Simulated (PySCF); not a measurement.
Input

```
{"job": {"kind": "nmr", "xc": "PBE0", "basis": "pcSseg-1"}, "charge": 0, "multiplicity": 1}
F      2.332152    -0.654965     0.028220
C      1.060966    -0.284398    -0.103910
C      0.300844     0.079793    -1.128918
C     -0.913130     0.297861    -0.255423
C      0.003183    -0.071214     0.943566
F     -0.394542    -1.173922     1.648920
H      0.457356     0.199017    -2.182403
H     -1.717070    -0.419380    -0.405073
H     -1.314282     1.309047    -0.238793
H      0.193405     0.722816     1.671287
```

Launched as:

```sh
OMP_NUM_THREADS=1 python probes_run.py task.json out
```

Geometry: GFN2-xTB.

The calculation used PBE0/pcSseg-1, SCF density, gas phase, non-relativistic in PySCF.

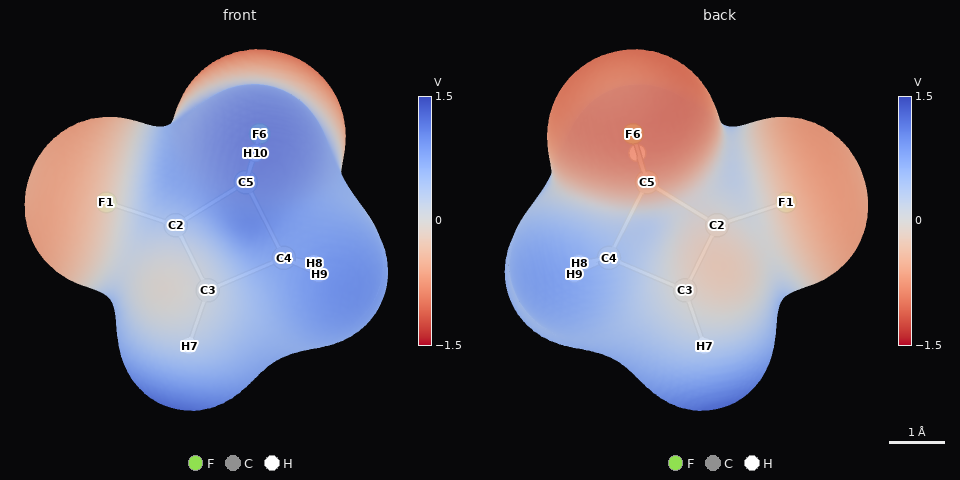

C$_{4}$H$_{4}$F$_{2}$ (SMILES FC1=CC[C@H]1F). The molecular electrostatic potential painted on the density surface at 0.002 e/bohr³, seen from the front and from behind; red is negative and blue positive.

Describe the electrostatic potential map.

The most negative region (about −1.0 V, or −23 kcal/mol for a unit charge) lies over F6, the most positive (about +1.2 V, or +28 kcal/mol for a unit charge) over H7.

How polar is the molecule by this calculation?

Its dipole moment is 2.31 D.
